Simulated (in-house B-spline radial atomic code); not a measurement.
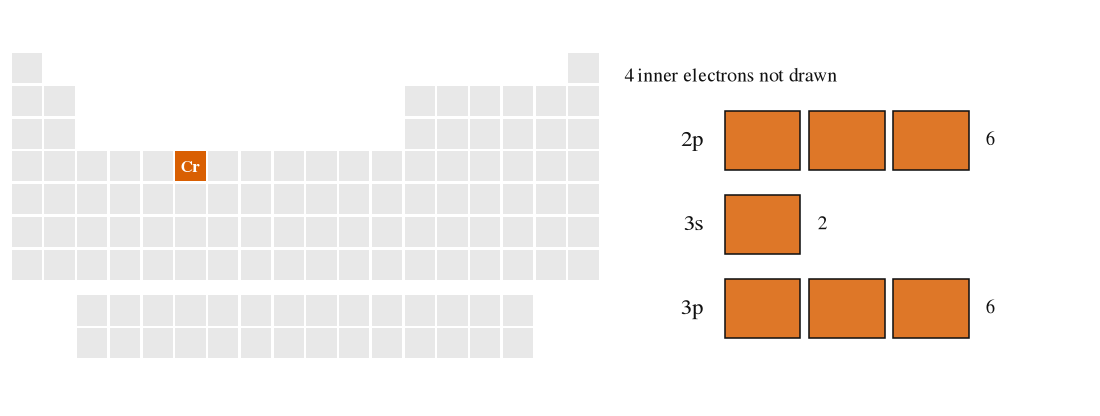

Left, the place of chromium in the periodic table; right, the outer shells as the input fills them: a box for each of the 2l + 1 orbitals, shaded by the share of the shell that is filled, with the electron count at the right.

Cr⁶⁺: RPA and GW calculation

Cr⁶⁺, configuration [Ne] 3s2 3p6. Computed at this level: RPA, second-order and SOSEX correlation energies and G0W0 (contour deformation) on a scalar-relativistic (spin-free one-electron X2C) mean field, all electrons, B-spline basis (in-house B-spline radial atomic code).

Input:
```
Z = 24
electrons = 18.0
configuration = [Ne] 3s2 3p6
hamiltonian = x2c
method = wb97x
lmax = 9
rms_radius = 3.6452
spin_polarised = False
box_radius = 9.29
intervals = 67
```

Launched within a batch (the task file carries these settings):
```bash
python <driver script> task.json out
```

The program writes its results to a structured record and prints no log; tables and figures of this report are taken from that record.

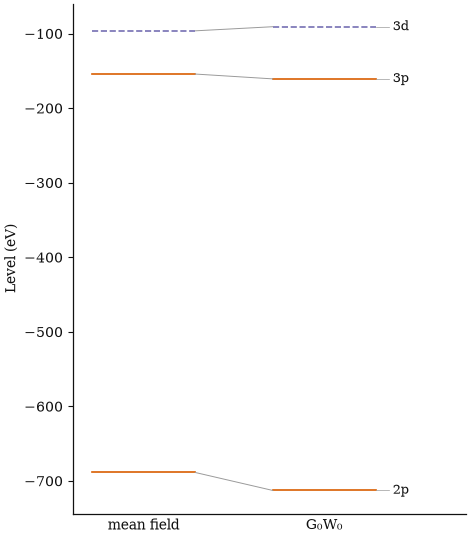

Mean-field and G₀W₀ levels (solid occupied, dashed empty) for Cr⁶⁺ ([Ne] 3s² 3p⁶). All-electron spherical atom, scalar X2C, wB97X start, no spin-orbit coupling, Breit or QED terms; computed with a B-spline radial code. The quasi-particle equation is solved at full frequency; levels of low quasi-particle weight Z are left out. Σ columns are in eV, and Σc holds an estimate for the angular momenta beyond the basis. G₀W₀ moves the highest occupied level, 3p, from −154.27 to −160.75 eV (renormalisation factor Z = 0.96). The empty level 3d goes from −96.30 to −90.78 eV.

```
Level  Mean field (eV)  Σx − vxc (eV)  Σc (eV)     Z  G₀W₀ (eV)
   3d           −96.30           8.55    −3.04  0.97     −90.78
   3p          −154.27          −5.98    −0.49  0.96    −160.75
   2p          −688.71         −34.58    10.50  0.91    −712.79
```

Summary:

```tsv
quantity	value
outcome	converged
mean-field total energy	−1041.12114 hartree
total energy with exact exchange alone	−1040.22021 hartree
exact exchange energy	−44.85336 hartree
RPA correlation, extrapolated in the angular momentum of the empty orbitals	−1.19549 hartree
RPA correlation, as summed	−1.18762 hartree
direct second-order term	−1.34135 hartree
second-order exchange term	0.44973 hartree
SOSEX term	0.41592 hartree
hardware	1 CPU thread, shared host
wall time	1.2 s
```

Notes:

Limits: spin-orbit coupling, Breit and QED terms are absent.
